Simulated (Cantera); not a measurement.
Feed: 1 mol C₂H₂, 3.4 mol H₂, 27 mol N₂, equilibrated at 1 atm.

Cantera equilibrium calculation (NASA polynomials, part measured and part estimated; ideal gas, pure solids and liquids). Candidate condensed phases: C, C₆H₆, C₇H₈, C₈H₁₈; 110 gas species. Ions and electrons are included (thermal ionisation). Equilibrium is a limit: real reactors are often held back by kinetics, nucleation or transport.

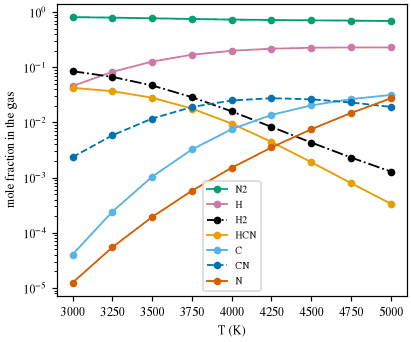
Figure: Equilibrium gas composition (values under 1e-9 drawn at 1e-9)

Question: Read off the mole fractions at 5000 K.

Answer: N₂ about 0.69, H about 0.23, C about 0.032, N about 0.027, CN about 0.019, H₂ about 0.0013, HCN about 0.00034.
